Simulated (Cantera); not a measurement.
Feed: 1 mol PH3, 1.6 mol O2, at 0.133 bar.

Equilibrium computed with Cantera from the NASA thermochemical tables; the gas is ideal and each condensed phase is pure. Candidate condensed phases: H2O, P, P4O10; 17 gas species. Gases not in the tables: HPO2, HPO3 and P4O6. The numbers say what is thermodynamically allowed, not how fast it happens.

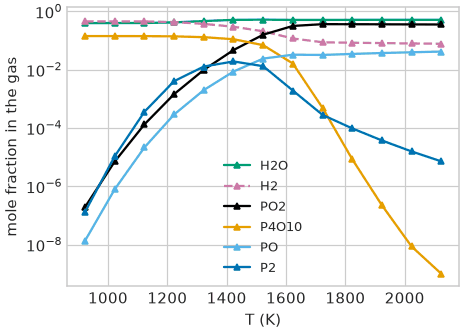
Figure. Equilibrium gas composition (values under 1e-9 drawn at 1e-9)

### Question
Read off the mole fractions at 1623 K.

### Answer
H2O about 0.51, PO2 about 0.32, H2 about 0.12, PO about 0.033, P4O10 about 0.016, P2 about 0.0019.
